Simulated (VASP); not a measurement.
# ZrTiGe2: structure and properties in VASP, part 4 of 6

What structure does ZrTiGe2 take at this level, and what are its properties? The cell is invented: it takes the structure of a Materials Project entry for ZrTiC2 (space group 166 there), with some of its atoms replaced by other elements, volume scaled by an estimate. It may not be a known or stable phase.

VASP 6.6.1, plane waves and PAW; the level of theory is named at each step.

So far. Step 5 (Single point with fields (vdW-DF2)): In this run the pressure is 0.05 GPa, small enough to go on. Step 6 (Bands along the symmetry lines (vdW-DF2)): There is no gap at this level.

**7. Total and projected DOS (vdW-DF2)**

Level of this step: vdW-DF2; plane waves and PAW (Zr_sv, Ge_d, Ti_sv); invented cell (VASP).

Here the states are counted by energy and projected on the atoms. The mesh is finer than in the run before.

Contents of INCAR:

```
SYSTEM = ZrTiGe2
PREC = Accurate
ENCUT = 410
EDIFF = 1E-06
NELM = 100
ISMEAR = -5
SIGMA = 0.05
LREAL = .FALSE.
ALGO = Normal
GGA = ML
AGGAC = 0
LUSE_VDW = .TRUE.
ZAB_VDW = -1.8867
LASPH = .TRUE.
NBANDS = 40
LORBIT = 11
LWAVE = .FALSE.
LCHARG = .FALSE.
KPAR = 2
NEDOS = 2001
```

Contents of POSCAR:

```
ZrTiGe2
1.0
    1.9500024149      1.1258346826      6.1886077234
   -1.9500024149      1.1258346826      6.1886077234
    0.0000000000     -2.2516682025      6.1886077109
Zr Ge Ti
1 2 1
Direct
    0.0000000000      0.0000000000      0.0000000000
    0.2444069505      0.2444069505      0.2444069506
    0.7555930495      0.7555930495      0.7555930494
    0.5000000000      0.5000000000      0.5000000000
```

Contents of KPOINTS:

```
Automatic mesh
0
Gamma
10 10 10
0 0 0
```

PAW data sets: Zr_sv, Ge_d and Ti_sv (PBE family, release 64).

The run is started by

```bash
mpirun -np 2 vasp_std
```

The program printed:

```text
[... set-up lines as in an earlier step ...]
 entering main loop
       N       E                     dE             d eps       ncg     rms          rms(c)
DAV:   1     0.571446108870E+03    0.57145E+03   -0.21808E+04 12080   0.262E+03
DAV:   2     0.768400576727E+02   -0.49461E+03   -0.47017E+03  9432   0.720E+02
DAV:   3    -0.982231341305E+01   -0.86662E+02   -0.85042E+02 12224   0.175E+02
DAV:   4    -0.164396995370E+02   -0.66174E+01   -0.65309E+01 12888   0.498E+01
DAV:   5    -0.167537157823E+02   -0.31402E+00   -0.31399E+00 12096   0.985E+00    0.154E+01
DAV:   6    -0.148222191347E+02    0.19315E+01   -0.18371E+01 10664   0.426E+01    0.133E+01
DAV:   7    -0.139306694441E+02    0.89155E+00   -0.32703E+01 10552   0.222E+01    0.658E+00
DAV:   8    -0.131970150187E+02    0.73365E+00   -0.15517E+00 10832   0.597E+00    0.324E+00
DAV:   9    -0.130959745563E+02    0.10104E+00   -0.48796E-01 12256   0.330E+00    0.930E-01
DAV:  10    -0.131123107073E+02   -0.16336E-01   -0.52937E-02 12040   0.129E+00    0.539E-01
DAV:  11    -0.131096820234E+02    0.26287E-02   -0.90326E-03 12032   0.461E-01    0.165E-01
DAV:  12    -0.131095263475E+02    0.15568E-03   -0.15586E-03 10976   0.234E-01    0.289E-02
DAV:  13    -0.131095523125E+02   -0.25965E-04   -0.93593E-05 11784   0.666E-02    0.211E-02
DAV:  14    -0.131095489181E+02    0.33944E-05   -0.88616E-06 11192   0.209E-02    0.832E-03
DAV:  15    -0.131095477387E+02    0.11794E-05   -0.12232E-05  8496   0.155E-02    0.184E-03
DAV:  16    -0.131095486987E+02   -0.96000E-06   -0.63388E-07  7040   0.647E-03
   1 F= -.13109549E+02 E0= -.13109549E+02  d E =0.000000E+00
 -----------------------------------------------------------------------------
|                                                                             |
|           W    W    AA    RRRRR   N    N  II  N    N   GGGG   !!!           |
|           W    W   A  A   R    R  NN   N  II  NN   N  G    G  !!!           |
|           W    W  A    A  R    R  N N  N  II  N N  N  G       !!!           |
|           W WW W  AAAAAA  RRRRR   N  N N  II  N  N N  G  GGG   !            |
|           WW  WW  A    A  R   R   N   NN  II  N   NN  G    G                |
|           W    W  A    A  R    R  N    N  II  N    N   GGGG   !!!           |
|                                                                             |
|     Tetrahedron method does not include variations of the Fermi             |
|     occupations, so forces and stress will be inaccurate. We suggest        |
|     using a different smearing scheme ISMEAR = 1 or 2 for metals in         |
|     relaxations.                                                            |
|                                                                             |
 -----------------------------------------------------------------------------
```

It took 5.8 min on 2 MPI ranks of AMD EPYC 9R45, shared host; peak memory 2 GiB; 12 min of CPU time.

Parts of OUTCAR (step 7):

```text
   k-points           NKPTS =    116   k-points in BZ     NKDIM =    116   number of bands    NBANDS=     40

   NELECT =      52.0000    total number of electrons

 E-fermi :   7.2807

 k-point     1 :       0.0000    0.0000    0.0000
  band No.  band energies     occupation
    ...
     21       2.8060      2.00000
     22       5.2593      2.00000
     23       5.2593      2.00000
     24       7.3585      1.48179
     25       7.3585      0.57381
     26       7.5321     -0.65530
     27       7.8125      0.00000
     28       7.8125      0.00000
     29       8.9634      0.00000
     30       8.9634      0.00000
    ...

Total vdW correction in eV:      8.1005813

  Total       -0.0528529     -0.0528529      0.1769095      0.0000000      0.0000000      0.0000000
  in kB       -1.0387851     -1.0387848      3.4770258      0.0000000      0.0000002      0.0000000
  external PRESSURE =       0.4664853 kB  Pullay stress =       0.0000000 kB

 POSITION                                       TOTAL-FORCE (eV/Angst)
 -----------------------------------------------------------------------------------
      0.00000      0.00000      0.00000        -0.000000     -0.000000     -0.000000
      0.00000      0.00000      4.53762        -0.000000      0.000000      0.015656
      0.00000      0.00000     14.02821        -0.000000     -0.000000     -0.015656
      0.00000      0.00000      9.28291         0.000000      0.000000     -0.000000
 -----------------------------------------------------------------------------------
    total drift:                                0.000000     -0.000000     -0.000000

  FREE ENERGIE OF THE ION-ELECTRON SYSTEM (eV)
  ---------------------------------------------------
  free  energy   TOTEN  =       -13.1095486987 eV

  energy  without entropy=      -13.1095486987  energy(sigma->0) =      -13.10954870

Total vdW correction in eV:      8.1005799

[... 6 parts as in an earlier step ...]

[... 10 further parts left out ...]
```

With tetrahedra the forces and stress of a metal are not exact derivatives of the energy.

This step gave:

- irreducible k-points: 116
- Fermi energy: 7.281 eV
- pressure: 0.04665 GPa
- DOS at the Fermi level: 0.7012 states/eV/cell

The density of states has structure finer than the step of the table below, so its rows give means over 1 eV, whole bins alone (the curve runs from -12.0 to 2.04 eV). Peaks (eV: height): total -8.0: 8.63, -1.5: 7.22, 1.2: 10.8, 1.6: 5.79; Ti d -1.5: 1.56, 1.2: 6.85, 1.6: 2.60; Zr d -3.0: 0.299, -1.5: 1.22, 1.1: 1.62, 1.7: 1.84; Ge p -3.0: 0.962, -1.5: 1.59, 0.3: 0.312; Ti s -9.5: 0.0251, -3.6: 0.101, -3.2: 0.0996, 1.2: 0.063.

States under -12.0 eV and over 2.0 eV are left out. The density of states by energy, zero at the Fermi level; means over each step; values in states/eV/cell:

```csv
energy (eV),total,Ti d,Zr d,Ge p,Ti s,Zr s,Ge s
-11,0,0,0,0,0,0,0
-10,0.267,1.4e-4,2.7e-4,0.00132,0.00931,0.00736,0.127
-9,1.15,0.00555,0.0142,0.00799,0.0230,0.0181,0.598
-8,2.59,0.0552,0.0634,0.00623,0.00824,0.0130,1.51
-7,0,0,0,0,0,0,0
-6,0,0,0,0,0,0,0
-5,0.00141,5.9e-5,7.9e-5,3.2e-4,7.3e-5,7.1e-5,9.0e-6
-4,1.04,0.0530,0.0683,0.241,0.0416,0.0420,0.0154
-3,2.50,0.152,0.192,0.615,0.0548,0.0486,0.0461
-2,4.72,0.805,0.686,1.07,0.0139,0.0175,0.0197
-1,3.28,0.777,0.534,0.668,0.00611,0.00724,0.00920
0,1.58,0.586,0.249,0.191,0.00395,0.00257,0.00383
1,5.21,2.90,0.928,0.187,0.0254,0.0146,0.0182
```

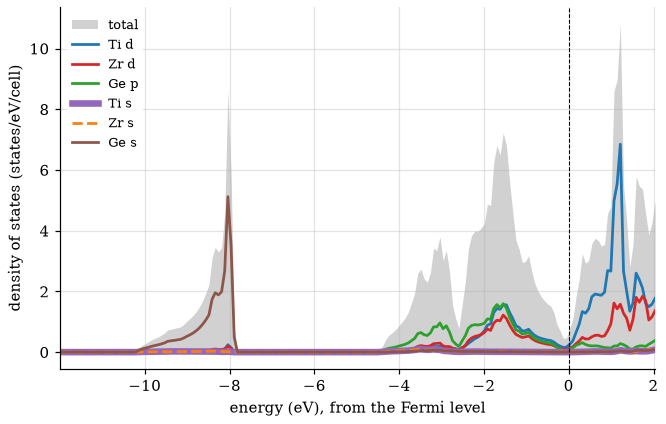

Density of states, plotted against energy.

The finer mesh and the other smearing move the Fermi level by +0.01 eV from the 7×7×7 run, a small shift, which tests the Fermi level alone. Of the states within 0.3 eV of the Fermi level, the largest shares in the PAW spheres are Ti d 34 %, Zr d 17 % and Ge p 13 %. The rest lies in smaller channels or between the spheres.

**8. Volume scan with vdW-DF2**

An equation of state needs energies on both sides of the minimum, all on one mesh and cutoff.

INCAR: that of step 7 with these lines changed.

```diff
@@ -5,3 +5,3 @@
 NELM = 100
-ISMEAR = -5
+ISMEAR = 0
 SIGMA = 0.05
@@ -14,3 +14,3 @@
 LASPH = .TRUE.
-NBANDS = 40
+NBANDS = 32
 LORBIT = 11
@@ -19,2 +19,2 @@
 KPAR = 2
-NEDOS = 2001
+ISIF = 2
```

Contents of POSCAR:

```
ZrTiGe2
1.0
    1.9101952776      1.1028520158      6.0622741581
   -1.9101952776      1.1028520158      6.0622741581
    0.0000000000     -2.2057028926      6.0622741459
Zr Ge Ti
1 2 1
Direct
    0.0000000000      0.0000000000      0.0000000000
    0.2444069505      0.2444069505      0.2444069506
    0.7555930495      0.7555930495      0.7555930494
    0.5000000000      0.5000000000      0.5000000000
```

Contents of KPOINTS:

```
Automatic mesh
0
Gamma
7 7 7
0 0 0
```

The run is started by

```bash
mpirun -np 2 vasp_std
```

The program printed:

```text
[... set-up lines as in an earlier step ...]
 entering main loop
       N       E                     dE             d eps       ncg     rms          rms(c)
DAV:   1     0.558228629782E+03    0.55823E+03   -0.23367E+04  3384   0.335E+03
DAV:   2     0.726364267977E+02   -0.48559E+03   -0.47431E+03  2864   0.782E+02
DAV:   3    -0.972778794013E+01   -0.82364E+02   -0.81559E+02  3928   0.208E+02
DAV:   4    -0.160277290856E+02   -0.62999E+01   -0.62677E+01  4016   0.575E+01
DAV:   5    -0.163202219389E+02   -0.29249E+00   -0.29244E+00  3984   0.106E+01    0.165E+01
DAV:   6    -0.142801624298E+02    0.20401E+01   -0.36107E+01  4056   0.549E+01    0.111E+01
DAV:   7    -0.135820250435E+02    0.69814E+00   -0.30297E+01  3784   0.253E+01    0.607E+00
DAV:   8    -0.130785592726E+02    0.50347E+00   -0.25083E+00  3488   0.783E+00    0.323E+00
DAV:   9    -0.129941459989E+02    0.84413E-01   -0.10147E+00  4088   0.418E+00    0.101E+00
DAV:  10    -0.130065489230E+02   -0.12403E-01   -0.52291E-02  3624   0.162E+00    0.516E-01
DAV:  11    -0.130032606452E+02    0.32883E-02   -0.16642E-02  3832   0.684E-01    0.136E-01
DAV:  12    -0.130033487854E+02   -0.88140E-04   -0.96496E-04  3992   0.192E-01    0.357E-02
DAV:  13    -0.130033557243E+02   -0.69389E-05   -0.11351E-04  4176   0.479E-02    0.255E-02
DAV:  14    -0.130033509568E+02    0.47675E-05   -0.76722E-05  3272   0.494E-02    0.803E-03
DAV:  15    -0.130033526203E+02   -0.16635E-05   -0.40054E-06  2680   0.143E-02    0.258E-03
DAV:  16    -0.130033533150E+02   -0.69467E-06   -0.49282E-07  2216   0.546E-03
   1 F= -.13003353E+02 E0= -.13002717E+02  d E =-.127330E-02
```

It took 2.9 min on 2 MPI ranks; peak memory 1.7 GiB; 5.8 min of CPU time.

Parts of OUTCAR (step 8):

```text
   ENCUT  =  410.0 eV  30.13 Ry    5.49 a.u.  10.65 10.65 10.65*2*pi/ulx,y,z

   NELECT =      52.0000    total number of electrons

 E-fermi :   7.9143

 k-point     1 :       0.0000    0.0000    0.0000
  band No.  band energies     occupation
    ...
     19      -2.5932      2.00000
     20       0.0546      2.00000
     21       3.2089      2.00000
     22       5.7770      2.00000
     23       5.7770      2.00000
     24       7.9789      0.06746
     25       7.9789      0.06745
     26       8.1702      0.00000
     27       8.5150      0.00000
     28       8.5150      0.00000
    ...

Total vdW correction in eV:      7.9725965

  Total        3.1486940      3.1486933      3.1064420      0.0000000      0.0000002      0.0000000
  in kB       65.8353810     65.8353665     64.9519441      0.0000000      0.0000043      0.0000000
  external PRESSURE =      65.5408972 kB  Pullay stress =       0.0000000 kB

 POSITION                                       TOTAL-FORCE (eV/Angst)
 -----------------------------------------------------------------------------------
      0.00000      0.00000      0.00000         0.000000      0.000000     -0.000000
      0.00000      0.00000      4.44499         0.000000     -0.000000     -0.071467
      0.00000      0.00000     13.74184         0.000000      0.000000      0.071467
      0.00000      0.00000      9.09341         0.000000      0.000000     -0.000000
 -----------------------------------------------------------------------------------
    total drift:                                0.000000     -0.000000     -0.000000

  FREE ENERGIE OF THE ION-ELECTRON SYSTEM (eV)
  ---------------------------------------------------
  free  energy   TOTEN  =       -13.0033533150 eV

  energy  without entropy=      -13.0020800173  energy(sigma->0) =      -13.00271667

Total vdW correction in eV:      7.9725852

[... 3 parts as in an earlier step ...]

[... 13 further parts left out ...]
```

The scan keeps the cell's shape and the fractional positions fixed.

Numbers from this step:

```
bands                   : 32
irreducible k-points    : 44
free energy (TOTEN)     : -13.00 eV
energy at zero smearing : -13.00 eV
Fermi energy            : 7.914 eV
pressure                : 6.554 GPa
```

Force by atom:

```csv
atom,x (eV/Å),y (eV/Å),z (eV/Å),size
Zr1,0.0000,0.0000,0.0000,0.0000
Ge2,0.0000,0.0000,-0.0715,0.0715
Ge3,0.0000,0.0000,0.0715,0.0715
Ti4,0.0000,0.0000,0.0000,0.0000
```

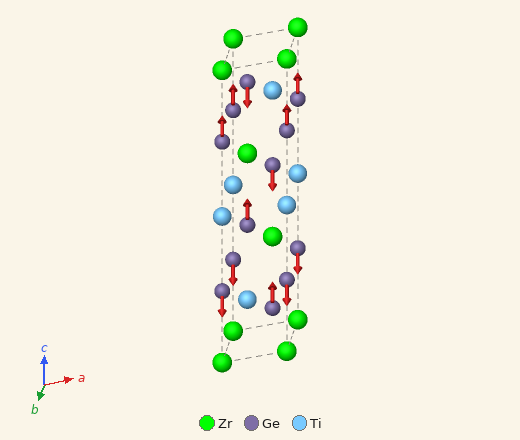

Force as arrows, the longest 0.0715 eV/Å. Some periodic images of atoms are drawn too.

The pressure here is 6.55 GPa.

**9. Volume scan with vdW-DF2 (run 2)**

INCAR is that of step 8.

Contents of POSCAR:

```
ZrTiGe2
1.0
    1.9236478002      1.1106188352      6.1049676363
   -1.9236478002      1.1106188352      6.1049676363
    0.0000000000     -2.2212365234      6.1049676240
Zr Ge Ti
1 2 1
Direct
    0.0000000000      0.0000000000      0.0000000000
    0.2444069505      0.2444069505      0.2444069506
    0.7555930495      0.7555930495      0.7555930494
    0.5000000000      0.5000000000      0.5000000000
```

KPOINTS is that of step 8.

The run is started by

```bash
mpirun -np 2 vasp_std
```

The program printed:

```text
[... set-up lines as in an earlier step ...]
 entering main loop
       N       E                     dE             d eps       ncg     rms          rms(c)
DAV:   1     0.571249048694E+03    0.57125E+03   -0.23501E+04  3328   0.332E+03
DAV:   2     0.756015368750E+02   -0.49565E+03   -0.48398E+03  2864   0.795E+02
DAV:   3    -0.953472573619E+01   -0.85136E+02   -0.84049E+02  3912   0.211E+02
DAV:   4    -0.161765567924E+02   -0.66418E+01   -0.66082E+01  4040   0.589E+01
DAV:   5    -0.164891533840E+02   -0.31260E+00   -0.31255E+00  3984   0.109E+01    0.161E+01
DAV:   6    -0.144615519207E+02    0.20276E+01   -0.38206E+01  4008   0.545E+01    0.116E+01
DAV:   7    -0.136601679483E+02    0.80138E+00   -0.32662E+01  3760   0.257E+01    0.601E+00
DAV:   8    -0.131522410869E+02    0.50793E+00   -0.26752E+00  3504   0.781E+00    0.331E+00
DAV:   9    -0.130502231613E+02    0.10202E+00   -0.10856E+00  4080   0.429E+00    0.991E-01
DAV:  10    -0.130656728808E+02   -0.15450E-01   -0.57809E-02  3648   0.161E+00    0.581E-01
DAV:  11    -0.130613565500E+02    0.43163E-02   -0.21720E-02  3800   0.757E-01    0.143E-01
DAV:  12    -0.130614367150E+02   -0.80165E-04   -0.10908E-03  4064   0.195E-01    0.408E-02
DAV:  13    -0.130614458907E+02   -0.91757E-05   -0.16567E-04  4000   0.506E-02    0.281E-02
DAV:  14    -0.130614389128E+02    0.69779E-05   -0.10349E-04  3184   0.554E-02    0.938E-03
DAV:  15    -0.130614405071E+02   -0.15943E-05   -0.54029E-06  2704   0.161E-02    0.326E-03
DAV:  16    -0.130614413815E+02   -0.87444E-06   -0.76414E-07  2248   0.641E-03
   1 F= -.13061441E+02 E0= -.13060873E+02  d E =-.113626E-02
```

The job ended after 3.1 min (2 MPI ranks; peak memory 1.7 GiB; 6 min of CPU time).

OUTCAR, selected parts (step 9):

```text
   ENCUT  =  410.0 eV  30.13 Ry    5.49 a.u.  10.73 10.73 10.73*2*pi/ulx,y,z

   NELECT =      52.0000    total number of electrons

 E-fermi :   7.6926

 k-point     1 :       0.0000    0.0000    0.0000
  band No.  band energies     occupation
    ...
     19      -2.7150      2.00000
     20      -0.1514      2.00000
     21       3.0689      2.00000
     22       5.5975      2.00000
     23       5.5975      2.00000
     24       7.7635      0.04503
     25       7.7635      0.04502
     26       7.9484      0.00000
     27       8.2706      0.00000
     28       8.2706      0.00000
    ...

Total vdW correction in eV:      8.0163690

  Total        2.0375352      2.0375347      2.0159699      0.0000000      0.0000001      0.0000000
  in kB       41.7148451     41.7148359     41.2733350      0.0000000      0.0000027      0.0000000
  external PRESSURE =      41.5676720 kB  Pullay stress =       0.0000000 kB

 POSITION                                       TOTAL-FORCE (eV/Angst)
 -----------------------------------------------------------------------------------
      0.00000      0.00000      0.00000         0.000000      0.000000     -0.000000
      0.00000      0.00000      4.47629         0.000000     -0.000000     -0.043657
      0.00000      0.00000     13.83861         0.000000      0.000000      0.043657
      0.00000      0.00000      9.15745        -0.000000     -0.000000      0.000000
 -----------------------------------------------------------------------------------
    total drift:                                0.000000     -0.000000     -0.000000

  FREE ENERGIE OF THE ION-ELECTRON SYSTEM (eV)
  ---------------------------------------------------
  free  energy   TOTEN  =       -13.0614413815 eV

  energy  without entropy=      -13.0603051245  energy(sigma->0) =      -13.06087325

Total vdW correction in eV:      8.0163563

[... 3 parts as in an earlier step ...]

[... 13 further parts left out ...]
```

Numbers from this step:

| Quantity | Value |
| --- | --- |
| free energy (TOTEN) | -13.06 eV |
| energy at zero smearing | -13.06 eV |
| Fermi energy | 7.693 eV |
| pressure | 4.157 GPa |

The pressure falls from 6.55 to 4.16 GPa.

The run ends at a pressure of 4.16 GPa, with forces up to 0.044 eV/Å.

**10. Volume scan with vdW-DF2 (run 3)**

INCAR is that of step 9.

Contents of POSCAR:

```
ZrTiGe2
1.0
    1.9369147560      1.1182785175      6.1470721919
   -1.9369147560      1.1182785175      6.1470721919
    0.0000000000     -2.2365558800      6.1470721795
Zr Ge Ti
1 2 1
Direct
    0.0000000000      0.0000000000      0.0000000000
    0.2444069505      0.2444069505      0.2444069506
    0.7555930495      0.7555930495      0.7555930494
    0.5000000000      0.5000000000      0.5000000000
```

KPOINTS is that of step 9.

The run is started by

```bash
mpirun -np 2 vasp_std
```

The program printed:

```text
[... set-up lines as in an earlier step ...]
 entering main loop
       N       E                     dE             d eps       ncg     rms          rms(c)
DAV:   1     0.566350095219E+03    0.56635E+03   -0.23401E+04  3368   0.329E+03
DAV:   2     0.744837957224E+02   -0.49187E+03   -0.48108E+03  2848   0.782E+02
DAV:   3    -0.979228736421E+01   -0.84276E+02   -0.83418E+02  3992   0.210E+02
DAV:   4    -0.162947974340E+02   -0.65025E+01   -0.64596E+01  4024   0.580E+01
[...]
DAV:  14    -0.130962408167E+02    0.65293E-05   -0.13164E-04  3328   0.604E-02    0.966E-03
DAV:  15    -0.130962422220E+02   -0.14053E-05   -0.69082E-06  2664   0.172E-02    0.335E-03
DAV:  16    -0.130962431867E+02   -0.96471E-06   -0.98648E-07  2384   0.696E-03
   1 F= -.13096243E+02 E0= -.13095715E+02  d E =-.105578E-02
```

Wall time 3.1 min (2 MPI ranks); peak memory 1.7 GiB.

From OUTCAR (step 10):

```text
  Total        0.9937328      0.9937326      0.9999802      0.0000000      0.0000001      0.0000000
  in kB       19.9296785     19.9296741     20.0549734      0.0000000      0.0000013      0.0000000
  external PRESSURE =      19.9714420 kB  Pullay stress =       0.0000000 kB

 POSITION                                       TOTAL-FORCE (eV/Angst)
 -----------------------------------------------------------------------------------
      0.00000      0.00000      0.00000         0.000000     -0.000000      0.000000
      0.00000      0.00000      4.50716         0.000000     -0.000000     -0.018087
      0.00000      0.00000     13.93406         0.000000      0.000000      0.018087
      0.00000      0.00000      9.22061         0.000000      0.000000      0.000000
 -----------------------------------------------------------------------------------
    total drift:                                0.000000     -0.000000     -0.000000

  FREE ENERGIE OF THE ION-ELECTRON SYSTEM (eV)
  ---------------------------------------------------
  free  energy   TOTEN  =       -13.0962431867 eV

  energy  without entropy=      -13.0951874116  energy(sigma->0) =      -13.09571530

[... 1 part as in an earlier step ...]

[... 2 further parts left out ...]
[key lines of the parts left out:]
E-fermi :   7.4796
```

The pressure falls from 4.16 to 2.00 GPa.

The run ends at a pressure of 2.00 GPa, with forces up to 0.018 eV/Å.

(Part 4 of 6 ends here.)

[Lines on the potential files, build, host, timing and source positions are cut from VASP's logs without a mark.]

[Logs are printed without paths, hosts, clocks, repeated set-up lines and the standing remarks that a program may print on its own settings, such as how far it seeks lower states.]

[Hosts, paths, dates, database ids (printed as entryN), source tags and the programs' standing remarks are cut or masked in the printed files.]

[A measured line is paired with the nearest computed mode of its activity, which favours agreement.]
